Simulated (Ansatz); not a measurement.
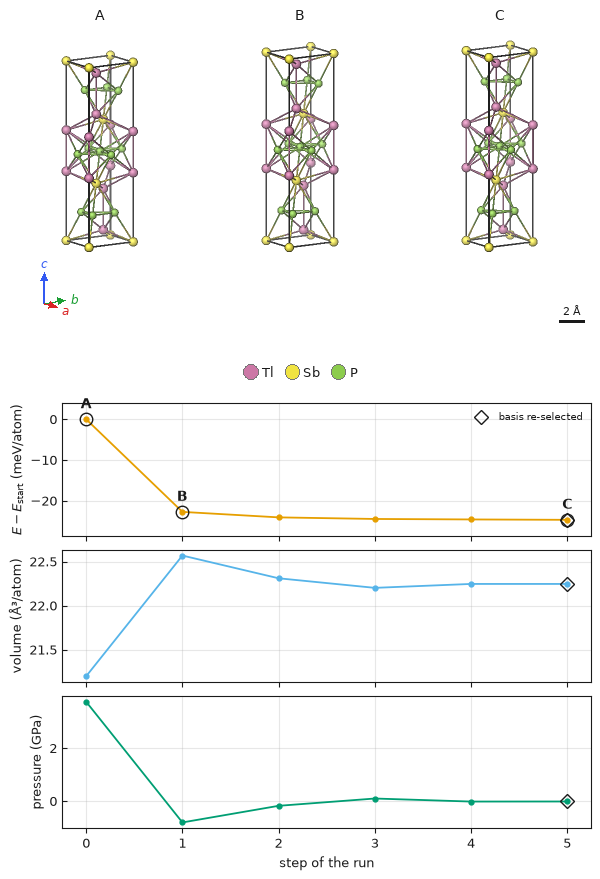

Frames of a relaxation of a crystal of Tl2SbP3 (built on the Li2GaCu3-166 type type), marked on the history of the run. A ball-and-stick model of the conventional cell (3 times the calculation's cell), seen slightly off an axis. Lengths and directions refer to the drawn axes.

These are results of DFT, r2SCAN+rVV10, plane waves, PAW in Ansatz 0.2.0, not measurements.

The input:
```yaml
crystal:
  lattice:
    - [2.7473324045, 1.5861731033, 4.8650392119]
    - [-2.7473324045, 1.5861731033, 4.8650392119]
    - [0.0, -3.1723462065, 4.8650392119]
  atoms:
    - { symbol: Tl, position: [0.6147431806, 0.6147431806, 0.6147431806] }
    - { symbol: Tl, position: [0.3852568194, 0.3852568194, 0.3852568194] }
    - { symbol: Sb, position: [0.0, 0.0, 0.0] }
    - { symbol: P, position: [0.0, 0.5, 0.0] }
    - { symbol: P, position: [0.5, 0.0, 0.0] }
    - { symbol: P, position: [0.0, 0.0, 0.5] }
kpoints:
  mp_grid: { grid: [6, 6, 6] }
hamiltonian:
  xc: r2scan
  dispersion: rvv10
scf:
  occupations: { method: fermi_dirac, width: 0.03 }
relax:
  f_tol: 0.01
  cell: {}
  max_steps: 120
```

Command:
```bash
ansatz run input.yaml --threads 2 --pin off --max-ram 2211MiB --backend cpu --events-out ev --progress --plain --runs-dir out
```

> Describe the path.

After 4 accepted moves (5 points after the start) the energy has fallen by 24.7 meV per atom. Largest force component: 0.24 eV/Å at the start, 0.0039 eV/Å at the end. The pressure goes from 3.75 to −0.01 GPa. The SCF was repeated once at an unchanged geometry on a basis and grid sized afresh for the cell, which shifted the energy by 0.1 meV per atom at most. The largest moves relative to the cell, 0.015 Å, are those of Tl1 and Tl2. Tl2 goes along −c. Sb and P stay in place. Cell: a = b 5.495 → 5.475 Å (−0.4 %), c 14.595 → 15.427 Å (+5.7 %). Volume +4.9 %. Among the contacts that change: Tl1–Tl2 3.349 → 3.570 Å, Sb3–P4 2.904 → 3.018 Å, Tl1–P4 3.218 → 3.268 Å, Tl1–Tl2 (another image) 3.516 → 3.530 Å. The space group stays R-3m (No. 166). From step 0 to 1: Tl atoms move most (0.05 Å), volume +6.5 %, energy −22.7 meV per atom. From step 1 to 5: Tl atoms move most (0.03 Å), volume −1.4 %, energy −1.9 meV per atom.
